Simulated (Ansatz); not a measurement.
**C2H5FS2Si: single point from an input written key by key**

Wanted for C2H5FS2Si: a single point from an input written key by key.

All numbers are computed with Ansatz 0.2.0, driven from Python. Level of theory: B3LYP/def2-SVP.

## 1. The system

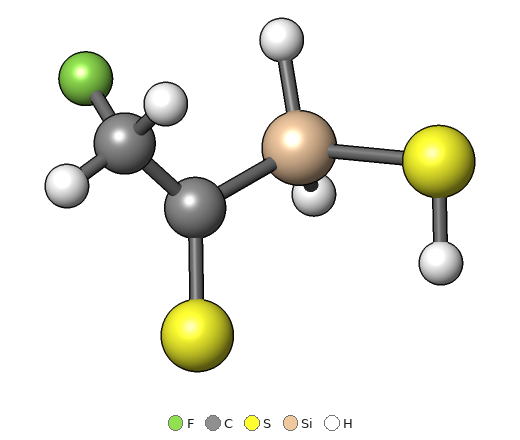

The starting structure, viewed from a chosen angle; fluorine green, carbon grey, sulfur yellow, silicon light orange, hydrogen white.

The script holds or builds the structure itself.

## 2. The code

deck.py reads:

```python
"""Run C2H5FS2Si from an input written out key by key."""

import ansatz as az

deck = {
    "crystal": {
        "periodic": [False, False, False],
        "atoms": [
            {"symbol": "F", "position_ang": [-2.3088, 0.1948, -0.4257]},
            {"symbol": "C", "position_ang": [-1.5951, 0.1126, 0.6812]},
            {"symbol": "C", "position_ang": [-0.3341, -0.5851, 0.3709]},
            {"symbol": "S", "position_ang": [0.3105, -1.9034, 1.2457]},
            {"symbol": "Si", "position_ang": [0.7616, 0.0785, -1.0123]},
            {"symbol": "S", "position_ang": [2.4435, 1.1508, -0.1581]},
            {"symbol": "H", "position_ang": [-1.36, 1.124, 1.0658]},
            {"symbol": "H", "position_ang": [-2.1471, -0.4034, 1.4216]},
            {"symbol": "H", "position_ang": [0.0278, 1.0792, -1.7944]},
            {"symbol": "H", "position_ang": [1.2981, -0.9787, -1.8581]},
            {"symbol": "H", "position_ang": [2.9692, 0.0737, 0.4839]},
        ],
    },
    "basis": {"gaussian": {"orbitals": "def2-SVP"}},
    "hamiltonian": {"xc": "b3lyp"},
}
session = az.Session.from_dict(deck)
r = session.plan(threads=1).execute().report

print(f"E = {r['free_energy_ev']:.6f} eV = {r['free_energy_ev'] / 27.211386246:.7f} Ha")
print("converged:", r["converged"], " doubts:", r["published_state_doubts"] or "none")
symbols = ["F", "C", "C", "S", "Si", "S", "H", "H", "H", "H", "H"]
state = r["mean_field"]["state"]
print(f"mean field: {state['energy']['hartree']:.7f} Ha, <S^2> = {abs(state['spin_squared']):.4f}, stability: {state.get('stability', {}).get('kind')}")
```

## 3. Launch

Command:

```
python deck.py
```

Log:

```text
E = -34408.655225 eV = -1264.4947565 Ha
converged: True  doubts: none
mean field: -1264.4947565 Ha, <S^2> = 0.0000, stability: minimum
```

Wall time 5.9 s (1 thread of Arm Neoverse V2, shared host); peak memory 0.32 GiB.

Lines on the test bed's own set-up are left out of the output.

## 4. Size and end state of the run

From the engine's report, whether the script printed it or not:

| item | value |
| --- | --- |
| SCF cycles in all | 19 |
| orbitals | 121 |
| total energy (eV) | -34408.65523 |

## 5. Again, from the shell

The engine's input of that run, saved to a file, gives the whole log.

input.yaml reads:

```yaml
crystal:
  periodic: [false, false, false]
  atoms:
    - { symbol: F, position_ang: [-2.3088, 0.1948, -0.4257] }
    - { symbol: C, position_ang: [-1.5951, 0.1126, 0.6812] }
    - { symbol: C, position_ang: [-0.3341, -0.5851, 0.3709] }
    - { symbol: S, position_ang: [0.3105, -1.9034, 1.2457] }
    - { symbol: Si, position_ang: [0.7616, 0.0785, -1.0123] }
    - { symbol: S, position_ang: [2.4435, 1.1508, -0.1581] }
    - { symbol: H, position_ang: [-1.36, 1.124, 1.0658] }
    - { symbol: H, position_ang: [-2.1471, -0.4034, 1.4216] }
    - { symbol: H, position_ang: [0.0278, 1.0792, -1.7944] }
    - { symbol: H, position_ang: [1.2981, -0.9787, -1.8581] }
    - { symbol: H, position_ang: [2.9692, 0.0737, 0.4839] }
basis:
  gaussian: { orbitals: def2-SVP }
hamiltonian:
  xc: b3lyp
```

Command:

```
ansatz run input.yaml --threads 1 --pin off --max-ram 4096MiB --backend cpu --events-out ev --progress --plain --runs-dir out
```

Log:

```text
Warning: RAYON_NUM_THREADS=1 ignored (pool sized by the plan → 1); use --threads N
Engine: ansatz 0.2.0, aarch64-unknown-linux-gnu
Functional definition: B3LYP
  parameter a0 = 0.2
  parameter ax = 0.72
  parameter ac = 0.81
  exchange = (1 - a0 - ax)*slater_x + ax*b88_x + a0*exact_x
  correlation = (1 - ac)*vwn_rpa_c + ac*lyp_c
1164 factors; integrals over basis functions are off by at most 1.1e-3 eV
mean field evaluation 1: about -34404.2914 eV, gradient 4.1e1 eV
mean field evaluation 2: about -34395.2064 eV, gradient 6.8e1 eV
mean field evaluation 4: about -34408.4826 eV, gradient 4.4e0 eV
mean field evaluation 8: about -34408.6548 eV, gradient 2.4e-1 eV
mean field evaluation 16: about -34408.6550 eV, gradient 1.3e-4 eV
mean field -34408.65498228 eV, -1264.4947475749 hartree, gradient 2.5e-5 eV, S^2 0.000000; 0 other end points of the search recorded, 0 dependent functions left out
reference -34408.65522538 eV, -1264.4947565084 hartree; 36, 36 occupied and 85, 85 virtual orbitals, 1164 factors
Total energy: -34408.65522538 eV, -1264.4947565084 hartree
```

Run time: 5.9 s. Hardware: 1 thread of Arm Neoverse V2, shared host; peak memory 0.27 GiB.

Script and command line differ by 0.000 meV in the energy.

## 6. Outcome

```
    quantity           value
total energy  -34408.6552 eV
```

The run converged in 19 cycles with 121 orbitals. The geometry is a force-field or estimated start, not a minimum of this method, and the basis set is short of its limit. b3lyp holds the VWN-RPA fit, as in Gaussian; the form of ORCA and Turbomole is b3lyp5.
